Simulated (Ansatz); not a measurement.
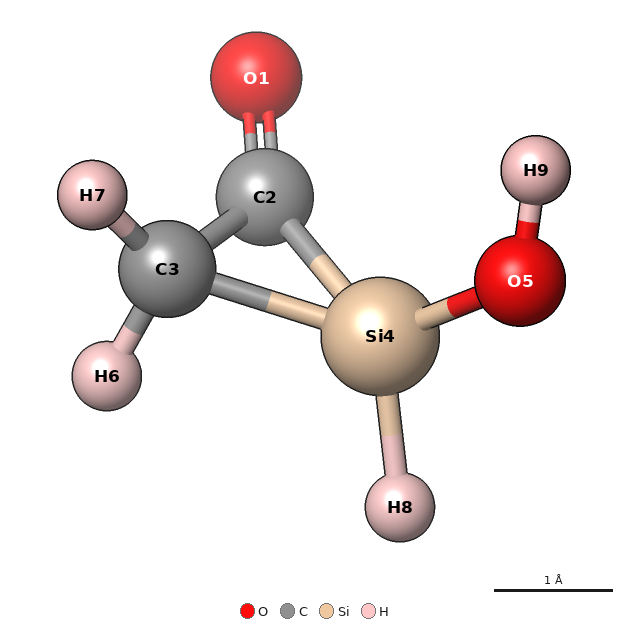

Orthographic view. Depth is shown by fading: the farther an atom, the more it takes the colour of the background. Computed geometry: PBE0-D4/def2-TZVP optimisation.

Write a MOL file (V2000) with the atoms in numerical order, bonds sorted by atom number with the orders drawn, and coordinates in the frame of the picture: x right, y up, z towards the viewer, origin at the mean position.

```
C2H4O2Si
                    3D

  9  9  0  0  0  0  0  0  0  0999 V2000
   -0.3900    1.6100   -1.6400 O   0  0  0  0  0  0  0  0  0  0  0  0
   -0.3200    0.6000   -1.0100 C   0  0  0  0  0  0  0  0  0  0  0  0
   -1.1500   -0.0100    0.0800 C   0  0  0  0  0  0  0  0  0  0  0  0
    0.6600   -0.5800    0.0400 Si  0  0  2  0  0  4  0  0  0  0  0  0
    1.8500   -0.1100    1.0600 O   0  0  0  0  0  0  0  0  0  0  0  0
   -1.6600   -0.9200   -0.2600 H   0  0  0  0  0  0  0  0  0  0  0  0
   -1.7900    0.6200    0.7000 H   0  0  0  0  0  0  0  0  0  0  0  0
    0.8300   -2.0300   -0.1800 H   0  0  0  0  0  0  0  0  0  0  0  0
    1.9800    0.8300    1.2100 H   0  0  0  0  0  0  0  0  0  0  0  0
  1  2  2  0
  2  3  1  0
  2  4  1  0
  3  4  1  0
  3  6  1  0
  3  7  1  0
  4  5  1  0
  4  8  1  0
  5  9  1  0
M  END
```
